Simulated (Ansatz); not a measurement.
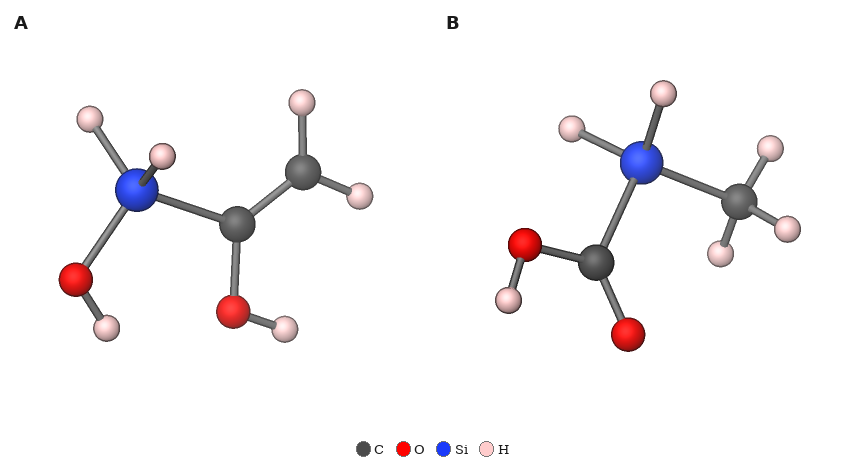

2 stationary structures of one formula. Geometries: PBE-D4/def2-SVP. Electronic energies: PBE-D4/def2-SVP (Ansatz 0.2.0), without zero-point energy. No frequency run is at hand to confirm each as a minimum. Each is one conformer, not always the lowest.

How are they related?

They are constitutional isomers of C2H6O2Si: A `C=C(O)[SiH2]O`, B `C[SiH2]C(=O)O`.

Which is lowest in energy, and by how much?

B is lowest; A lies 39.8 kJ/mol above it.
